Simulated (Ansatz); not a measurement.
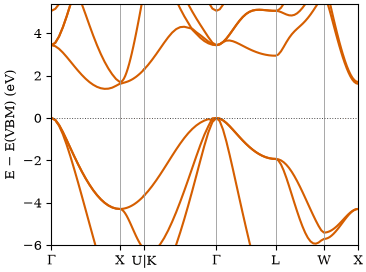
*Band structure from plane-wave PAW r²SCAN (Ansatz code)*

Question: Read off the gap and where the band edges lie.

Answer: About 1.4 eV (1.37 eV by a search for the band edges); maximum at Γ, minimum on the Γ–X line, 79 % of the way from Γ.

The material is BAs (zinc blende, F-43m).

The cell was relaxed with r²SCAN under the symmetry of its start. Scalar-relativistic: spin–orbit coupling is off unless named, which matters more the heavier the elements.

Potentials: the later of the program's two PAW sets.
